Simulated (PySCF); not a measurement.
# B17P17H16: electronic excitations, NMR shifts

Wanted: electronic excitations, NMR shifts for B17P17H16.

Programs: PySCF 2.14.0, with routines of our own; each step states its level. All values are computed. Atoms count from 0.

## (1) The starting structure

50 atoms, charge 0, multiplicity 1; geometry from: GFN2-xTB.

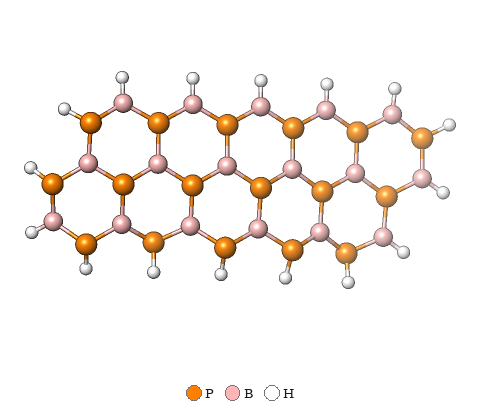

The starting geometry (phosphorus orange, boron pink, hydrogen white).

## (2) Electronic excitations: TDA B3LYP/6-31G* in cyclohexane

What the job is given:

```
{"job": {"kind": "uv", "basis": "6-31G*", "grid": 1, "kgrid": 0, "vcut": 1.5, "nstates": 8, "ntriplets": 0, "tda": true, "delta": [], "pop": false, "xc": "B3LYP", "solvent": "cyclohexane", "pol": false}, "charge": 0, "multiplicity": 1}
P     -4.007976     2.349870     0.395335
B     -5.610392     3.173662     0.051101
P     -7.151186     2.227908     0.282265
B     -7.125696     0.393447     0.083579
P     -5.550521    -0.481086     0.487548
B     -3.978544     0.503630     0.486138
P      7.040006    -0.538433    -0.406811
B      5.480630     0.448981    -0.250317
P      3.887375    -0.427348     0.064165
B      3.844395    -2.267650     0.112529
P      5.316240    -3.176149    -0.548986
B      6.940712    -2.367639    -0.331157
P      2.351586     2.371943     0.200101
B      0.765597     3.277230     0.275139
P     -0.820323     2.393915     0.513910
B     -0.804359     0.550364     0.694543
P      0.791960    -0.370719     0.824102
B      2.343861     0.526837     0.373024
P     -8.679286    -0.609382    -0.165424
B     -8.381366    -2.296584    -0.820811
P     -7.009373    -3.254450    -0.057315
B     -5.429770    -2.279179     0.069387
P      5.503323     2.300145    -0.281341
B      3.937434     3.230412    -0.110670
B     -2.419862     3.256194     0.308825
P     -2.388281    -0.390854     0.747304
B     -2.337538    -2.223722     0.505239
P     -0.824583    -3.126462     1.075508
B      0.770553    -2.216197     0.746276
P      2.386928    -3.112226     0.885643
P     -3.782125    -3.040235    -0.330316
P      8.610956     2.145183    -0.518196
B      7.119819     3.161275    -0.377005
B      8.648749     0.339203    -0.382952
H     -5.645050     4.321269    -0.180289
H     -8.226030     2.789416    -0.375968
H      5.327397    -4.469312    -0.067009
H      7.918055    -3.013530    -0.308508
H      0.757212     4.441477     0.136588
H     -9.488270     0.077094    -1.051010
H     -9.173281    -2.834462    -1.494567
H     -6.744482    -4.352690    -0.852980
H      3.950104     4.400557    -0.195096
H     -2.430396     4.417020     0.142652
H     -0.774888    -4.342941     0.414645
H      2.263914    -4.381146     0.348808
H     -3.819134    -4.376124     0.017062
H      9.816457     2.801366    -0.413046
H      7.177426     4.330348    -0.363819
H      9.655904    -0.256770    -0.353692
```

Method: TDA B3LYP/6-31G*, vertical, IEF-PCM cyclohexane (non-equilibrium linear response), core orbitals frozen in the response, virtual orbitals cut by energy.

Command:

```bash
> OMP_NUM_THREADS=4 python large_run.py task.json out
```

One launch serves the whole session: the jobs run in the order shown.

The program printed:

```text
start: PBE on a coarse grid of 53209 points
cycle   1  E = -6232.0913970918  dE =  5.711e+00  |g| = 7.961e-01  |ddm| = 8.582e+00
cycle   2  E = -6231.8222667066  dE =  2.691e-01  |g| = 1.138e+00  |ddm| = 3.331e+00
cycle   3  E = -6232.3185357522  dE = -4.963e-01  |g| = 2.255e-01  |ddm| = 2.373e+00
cycle   4  E = -6232.3341714547  dE = -1.564e-02  |g| = 1.039e-01  |ddm| = 5.606e-01
cycle   5  E = -6232.3378251165  dE = -3.654e-03  |g| = 4.340e-02  |ddm| = 2.373e-01
cycle   6  E = -6232.3385354990  dE = -7.104e-04  |g| = 1.509e-02  |ddm| = 9.545e-02
cycle   7  E = -6232.3386114590  dE = -7.596e-05  |g| = 5.062e-03  |ddm| = 2.860e-02
final grid: 217831 points
cycle   8  E = -6235.4391673801  dE = -1.781e-02  |g| = 7.479e-02  |ddm| = 5.772e-01
cycle   9  E = -6235.4387361410  dE =  4.312e-04  |g| = 7.978e-02  |ddm| = 2.607e-01
cycle  10  E = -6235.4409463098  dE = -2.210e-03  |g| = 1.636e-02  |ddm| = 1.484e-01
cycle  11  E = -6235.4410374492  dE = -9.114e-05  |g| = 6.634e-03  |ddm| = 3.879e-02
cycle  12  E = -6235.4410486297  dE = -1.118e-05  |g| = 2.127e-03  |ddm| = 1.386e-02
cycle  13  E = -6235.4410487254  dE = -9.566e-08  |g| = 6.719e-04  |ddm| = 4.593e-03
cycle  14  E = -6235.4410548333  dE = -6.108e-06  |g| = 2.878e-04  |ddm| = 1.590e-03
cycle  15  E = -6235.4410532941  dE =  1.539e-06  |g| = 7.259e-05  |ddm| = 6.156e-04
converged SCF energy = -6235.4410532941

Singlet excitations
state   eV       nm        f      main configurations
  1   2.6552    466.9   0.04083   H->L 0.87
  2   2.7016    458.9   0.14876   H-1->L 0.74, H->L+1 0.21
  3   2.8600    433.5   0.06645   H-2->L 0.46, H-1->L+1 0.32
  4   2.8937    428.5   1.23173   H->L+1 0.62, H-1->L 0.17, H-1->L+1 0.12
  5   2.9320    422.9   0.41656   H-2->L 0.34, H-1->L+1 0.32
  6   3.0495    406.6   0.03787   H-2->L+1 0.33, H-3->L 0.20, H-1->L+2 0.10
  7   3.1154    398.0   0.03076   H->L+2 0.31, H-4->L 0.17, H-3->L 0.11
  8   3.2021    387.2   0.05253   H-1->L+2 0.33, H-4->L 0.15, H-3->L 0.13
```

Wall time 2 min (4 threads of Arm Neoverse V1, shared host); peak memory 3 GiB.

Frontier orbitals and where they lie:

```tsv
orbital	eV	atoms
HOMO−4	-6.43	P30 15 %, P4 10 %, P27 10 %
HOMO−3	-6.33	P10 16 %, P20 14 %, P14 8 %
HOMO−2	-6.19	P18 14 %, P31 11 %, P0 9 %
HOMO−1	-5.91	P29 14 %, P27 12 %, P4 9 %
HOMO	-5.88	P16 17 %, P25 12 %, P2 7 %
LUMO	-2.74	B13 21 %, B23 18 %, B24 11 %
LUMO+1	-2.56	B17 14 %, B24 10 %, B11 10 %
LUMO+2	-2.27	B1 13 %, B28 12 %, B15 8 %
LUMO+3	-2.05	B26 20 %, B5 11 %, B11 7 %
```

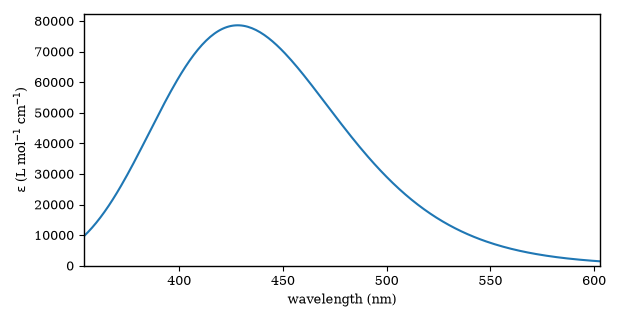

Absorption spectrum: each of the 8 states is a Gaussian band of 0.4 eV half-width at 1/e. Beyond the last state computed it falls off for lack of states.

Further results of this job:

```tsv
property	computed
dipole moment (D)	2.47
HOMO–LUMO gap (eV)	3.14
−ε(HOMO) (eV)	5.88
```

## (3) NMR shifts: GIAO KT3/pcSseg-1 in dimethylsulfoxide

Settings changed since step 2:

```diff
@@ -1,2 +1,2 @@
-{"job": {"kind": "uv", "basis": "6-31G*", "grid": 1, "kgrid": 0, "vcut": 1.5, "nstates": 8, "ntriplets": 0, "tda": true, "delta": [], "pop": false, "xc": "B3LYP", "solvent": "cyclohexane", "pol": false}, "charge": 0, "multiplicity": 1}
+{"job": {"kind": "nmr", "basis": "pcSseg-1", "pop": false, "xc": "KT3", "solvent": "dimethylsulfoxide"}, "charge": 0, "multiplicity": 1}
 P     -4.007976     2.349870     0.395335
```

With the program's defaults for keys left out, this is: GIAO KT3/pcSseg-1 NMR shielding, non-relativistic, IEF-PCM dimethylsulfoxide.

The program printed:

```text
start: PBE on a coarse grid of 53209 points
cycle   1  E = -6231.4759422150  dE =  5.582e+00  |g| = 8.346e-01  |ddm| = 8.392e+00
cycle   2  E = -6231.2858642761  dE =  1.901e-01  |g| = 1.085e+00  |ddm| = 2.702e+00
cycle   3  E = -6231.7049296463  dE = -4.191e-01  |g| = 1.750e-01  |ddm| = 1.775e+00
cycle   4  E = -6231.7136915958  dE = -8.762e-03  |g| = 8.141e-02  |ddm| = 4.072e-01
cycle   5  E = -6231.7158976973  dE = -2.206e-03  |g| = 2.560e-02  |ddm| = 1.659e-01
cycle   6  E = -6231.7160949287  dE = -1.972e-04  |g| = 1.003e-02  |ddm| = 5.481e-02
cycle   7  E = -6231.7161252306  dE = -3.030e-05  |g| = 3.931e-03  |ddm| = 2.046e-02
final grid: 434070 points
cycle   8  E = -6287.2562120848  dE = -1.236e-01  |g| = 5.281e-01  |ddm| = 1.508e+00
cycle   9  E = -6287.2539374800  dE =  2.275e-03  |g| = 3.436e-01  |ddm| = 8.137e-01
cycle  10  E = -6287.2696732878  dE = -1.574e-02  |g| = 1.189e-01  |ddm| = 5.244e-01
cycle  11  E = -6287.2747179389  dE = -5.045e-03  |g| = 2.064e-02  |ddm| = 1.836e-01
cycle  12  E = -6287.2748685334  dE = -1.506e-04  |g| = 4.968e-03  |ddm| = 4.137e-02
cycle  13  E = -6287.2748755241  dE = -6.991e-06  |g| = 1.684e-03  |ddm| = 1.140e-02
cycle  14  E = -6287.2748759874  dE = -4.633e-07  |g| = 7.229e-04  |ddm| = 3.839e-03
cycle  15  E = -6287.2748746164  dE =  1.371e-06  |g| = 1.994e-04  |ddm| = 1.353e-03
cycle  16  E = -6287.2748798524  dE = -5.236e-06  |g| = 5.798e-05  |ddm| = 4.267e-04
converged SCF energy = -6287.2748798524

GIAO shielding tensors (ppm)
atom      isotropic    diamagn.    paramagn.     s11        s22        s33       span
  0 P      307.335     977.863    -670.528    183.309    216.255    522.442    339.134
  1 B       54.003     197.363    -143.361     -7.152     32.021    137.139    144.291
  2 P      374.632     970.745    -596.113    207.950    437.737    478.208    270.258
  3 B       47.641     199.039    -151.397      4.753     13.075    125.096    120.343
  4 P      334.851     977.635    -642.784    225.229    243.755    535.567    310.338
  5 B       68.743     201.885    -133.142     28.819     29.961    147.450    118.630
  6 P      306.610     975.609    -669.000    176.715    217.970    525.144    348.429
  7 B       70.843     202.749    -131.906     30.109     33.428    148.992    118.882
  8 P      320.955     980.605    -659.650    210.909    224.456    527.500    316.591
  9 B       55.958     204.513    -148.555      9.171     17.428    141.274    132.103
 10 P      378.209     974.378    -596.168    204.614    451.230    478.783    274.169
 11 B       51.876     202.278    -150.402    -16.950     33.100    139.478    156.427
 12 P      302.982     979.609    -676.627    180.552    207.813    520.580    340.028
 13 B       57.316     200.784    -143.468      7.894     28.484    135.570    127.676
 14 P      304.531     979.762    -675.230    181.177    210.977    521.440    340.262
 15 B       68.055     206.056    -138.002     29.432     32.160    142.572    113.140
 16 P      333.135     981.661    -648.526    229.075    233.684    536.647    307.572
 17 B       70.557     205.740    -135.183     30.308     34.069    147.293    116.985
 18 P      409.830     967.878    -558.048    270.404    450.877    508.208    237.804
 19 B       32.869     202.269    -169.400    -49.912     22.343    126.176    176.087
 20 P      394.029     971.701    -577.672    245.207    445.290    491.591    246.384
 21 B       48.170     203.782    -155.612     -0.744      9.890    135.362    136.106
 22 P      299.724     977.166    -677.442    174.481    202.304    522.387    347.906
 23 B       58.863     199.217    -140.355      8.764     31.173    136.651    127.887
 24 B       58.550     200.006    -141.456      8.095     31.086    136.470    128.375
 25 P      330.102     980.676    -650.574    216.158    247.263    526.885    310.727
 26 B       53.424     208.078    -154.654      0.246     16.300    143.726    143.479
 27 P      402.319     977.796    -575.477    267.859    446.431    492.668    224.809
 28 B       48.925     206.558    -157.633     -7.039     17.509    136.304    143.343
 29 P      401.261     977.080    -575.819    262.470    455.136    486.177    223.707
 30 P      414.582     977.906    -563.323    279.398    470.747    493.603    214.205
 31 P      342.038     968.359    -626.322    138.298    423.489    464.326    326.028
 32 B       61.571     195.111    -133.541      5.306     36.919    142.486    137.180
 33 B       61.791     195.974    -134.183      6.366     36.941    142.066    135.700
 34 H       23.941      28.508      -4.567     21.207     23.580     27.036      5.828
 35 H       25.674      27.576      -1.902     19.630     25.065     32.328     12.698
 36 H       25.702      30.407      -4.705     19.332     26.014     31.759     12.427
 37 H       23.762      26.564      -2.803     20.294     23.969     27.022      6.728
 38 H       23.769      32.702      -8.934     20.797     22.899     27.610      6.812
 39 H       26.565      26.532       0.033     20.574     25.737     33.384     12.810
 40 H       23.215      25.202      -1.987     18.238     25.034     26.374      8.136
 41 H       26.607      30.544      -3.937     20.549     26.790     32.483     11.935
 42 H       23.766      31.441      -7.674     20.954     22.702     27.642      6.688
 43 H       23.902      32.091      -8.190     21.267     22.784     27.654      6.387
 44 H       25.992      37.156     -11.165     18.817     27.867     31.292     12.475
 45 H       25.811      36.050     -10.239     18.650     27.563     31.221     12.571
 46 H       26.184      35.390      -9.206     19.497     27.620     31.436     11.939
 47 H       24.996      22.526       2.469     19.375     23.048     32.564     13.189
 48 H       24.103      26.655      -2.551     21.816     23.324     27.170      5.354
 49 H       24.241      23.113       1.128     22.324     23.430     26.969      4.646
```

Run time: 42 s. Hardware: 4 threads of Arm Neoverse V1, shared host; peak memory 2.4 GiB.

The references, computed at this level on geometries of the same kind, shield at (ppm): ¹H TMS 31.74. Their shielding less the atom's gives the shift. The references are single molecules in the same continuum.

```tsv
atoms	environment	σ (ppm)	δ (ppm)
H40	hydrogen on a boron bonded to 2 P	23.22	8.52
H37	hydrogen on a boron bonded to 2 P	23.76	7.98
H42	hydrogen on a boron bonded to 2 P	23.77	7.97
H38	hydrogen on a boron bonded to 2 P	23.77	7.97
H43	hydrogen on a boron bonded to 2 P	23.90	7.84
H34	hydrogen on a boron bonded to 2 P	23.94	7.80
H48	hydrogen on a boron bonded to 2 P	24.10	7.64
H49	hydrogen on a boron bonded to 2 P	24.24	7.50
H47	hydrogen on a phosphorus bonded to 2 B	25.00	6.74
H35	hydrogen on a phosphorus bonded to 2 B	25.67	6.06
H36	hydrogen on a phosphorus bonded to 2 B	25.70	6.04
H45	hydrogen on a phosphorus bonded to 2 B	25.81	5.93
H44	hydrogen on a phosphorus bonded to 2 B	25.99	5.75
H46	hydrogen on a phosphorus bonded to 2 B	26.18	5.55
H39	hydrogen on a phosphorus bonded to 2 B	26.56	5.17
H41	hydrogen on a phosphorus bonded to 2 B	26.61	5.13
P22	phosphorus bonded to 3 B	299.7	–
P12	phosphorus bonded to 3 B	303.0	–
P14	phosphorus bonded to 3 B	304.5	–
P6	phosphorus bonded to 3 B	306.6	–
P0	phosphorus bonded to 3 B	307.3	–
P8	phosphorus bonded to 3 B	321.0	–
P25	phosphorus bonded to 3 B	330.1	–
P16	phosphorus bonded to 3 B	333.1	–
P4	phosphorus bonded to 3 B	334.9	–
P31	phosphorus bonded to 2 B, H	342.0	–
P2	phosphorus bonded to 2 B, H	374.6	–
P10	phosphorus bonded to 2 B, H	378.2	–
P20	phosphorus bonded to 2 B, H	394.0	–
P29	phosphorus bonded to 2 B, H	401.3	–
P27	phosphorus bonded to 2 B, H	402.3	–
P18	phosphorus bonded to 2 B, H	409.8	–
P30	phosphorus bonded to 2 B, H	414.6	–
B19	boron bonded to 2 P, H	32.9	–
B3	boron bonded to 3 P	47.6	–
B21	boron bonded to 3 P	48.2	–
B28	boron bonded to 3 P	48.9	–
B11	boron bonded to 2 P, H	51.9	–
B26	boron bonded to 3 P	53.4	–
B1	boron bonded to 2 P, H	54.0	–
```

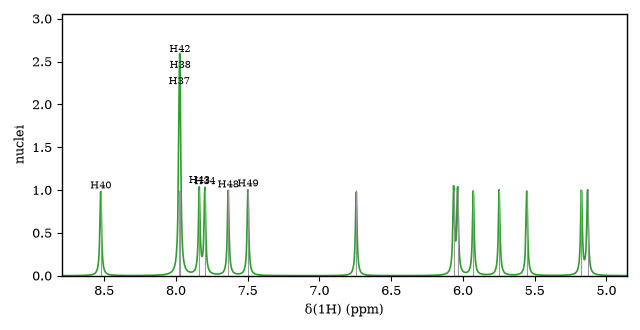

¹H lines at the computed shifts, without couplings. Lines are broadened to a width of 0.01 ppm (Lorentzian).

Ring of atoms P0, B1, P2, B3, P4, B5: NICS(0) -2.5, NICS(1) -3.4, NICS(1)zz -0.1 ppm (means of both faces).

Ring of atoms P0, B5, P14, B15, B24, P25: NICS(0) -2.5, NICS(1) -3.6, NICS(1)zz -0.5 ppm (means of both faces).

Ring of atoms B3, P4, P18, B19, P20, B21: NICS(0) -0.8, NICS(1) -2.3, NICS(1)zz 2.9 ppm (means of both faces).

## (4) What came out

| quantity | value |
| --- | --- |
| lowest singlet (B3LYP/6-31G*) | 2.66 eV (467 nm), f = 0.041 |
| brightest single state of those computed | state 4, 2.89 eV, f = 1.232 |
| ¹H shifts against TMS (KT3/pcSseg-1, dimethylsulfoxide) | 8.52, 7.98, 7.97, 7.97, 7.84, 7.80, 7.64, 7.50, 6.74, 6.06, 6.04, 5.93, 5.75, 5.55 ppm and more |
| shieldings of P (KT3/pcSseg-1, dimethylsulfoxide) | P22 299.7, P12 303.0, P14 304.5, P6 306.6, P0 307.3, P8 321.0, P25 330.1, P16 333.1 ppm and more |

In words: The first singlet state (HOMO→LUMO 0.87) lies at 2.66 eV and is weak; of the 8 states computed, the strongest absorption comes from state 4 at 2.89 eV. State 1 absorbs in the visible (467 nm).
